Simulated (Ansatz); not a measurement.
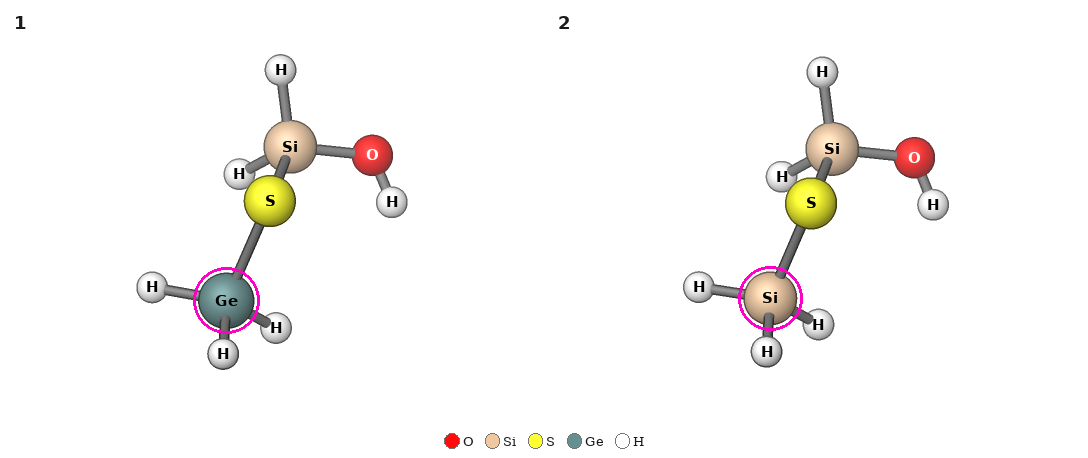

2 molecules with one skeleton, seen from the same side and at one scale; the atom that differs is circled. Each species is neutral and a spin singlet. Computed geometries: PBE0-D4/def2-TZVP optimisations, one conformation each. Properties computed with Ansatz 0.2.0.

One atom differs, called X below: Ge in panel 1, Si in panel 2. Their formulas are GeH6OSSi (`O[SiH2][S][GeH3]`), H6OSSi2 (`O[SiH2]S[SiH3]`).

> In which is the HOMO–LUMO gap larger (r2SCAN-D4/def2-TZVPP)?

In panel 2 (X = Si).

> In which is the dipole moment larger (r2SCAN-D4/def2-TZVPP)?

In panel 1 (X = Ge).

Give the values. With PBE0-D4/def2-TZVP: mean length of X–H (Å), length of X–S (Å), mean angle S–X–H (°). With r2SCAN-D4/def2-TZVPP: dipole moment (D), HOMO energy (Kohn–Sham orbital) (eV), HOMO–LUMO gap (eV).

```json
{"quantity": "mean length of X–H (Å)", "1 (Ge)": "1.536", "2 (Si)": "1.485", "2 − 1": "−0.051"}
{"quantity": "length of X–S (Å)", "1 (Ge)": "2.227", "2 (Si)": "2.136", "2 − 1": "−0.091"}
{"quantity": "mean angle S–X–H (°)", "1 (Ge)": "108.5", "2 (Si)": "109.6", "2 − 1": "+1.1"}
{"quantity": "dipole moment (D)", "1 (Ge)": "2.05", "2 (Si)": "1.58", "2 − 1": "−0.47"}
{"quantity": "HOMO energy (Kohn–Sham orbital) (eV)", "1 (Ge)": "−6.61", "2 (Si)": "−6.77", "2 − 1": "−0.16"}
{"quantity": "HOMO–LUMO gap (eV)", "1 (Ge)": "5.72", "2 (Si)": "6.12", "2 − 1": "+0.40"}
```
